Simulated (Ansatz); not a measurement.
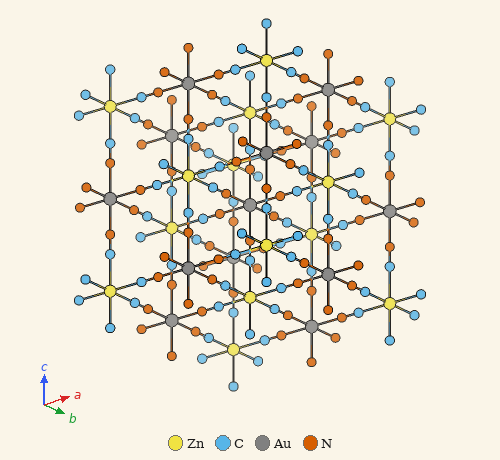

ZnAuC6N6 (space group Fm-3m, No. 225): coordinates from a relaxation with DFT PBE, scalar-relativistic, plane waves, PAW in Ansatz 0.2.0; the starting structure was generated, so it need not be a known form of this composition.

Bonds are taken as Au–N below 2.4 Å, C–N below 1.3 Å and C–Zn below 2.5 Å; no other contact counts. Simplification: prune 0- and 1-connected atoms, fold 2-connected ones into links.

What kind of net remains, and which atoms are its nodes?

Answer. A uninodal 6-connected, three-periodic net: Zn and Au are 6-connected nodes. C and N become part of the edges.

Does the net have a name?

Answer. It is the pcu net, known from NaCl, ReO3 and the B-X framework of perovskite.

Is the net interpenetrated?

Answer. It is a single net, without interpenetration.

How many nodes does the smallest cycle have?

Answer. Four.

Give the point symbol of each node (shortest cycle at each angle).

Answer. Zn and Au: 4¹²·6³.

The simplified net, drawn on the atoms' positions. Nodes are coloured by element. Short stubs are edges that leave the cut-out.

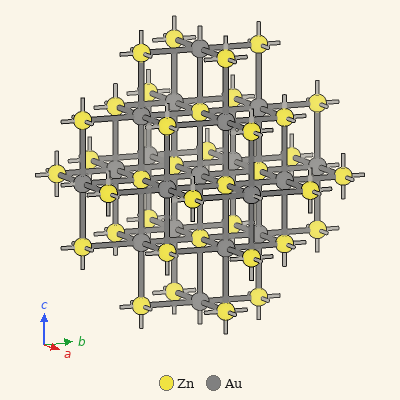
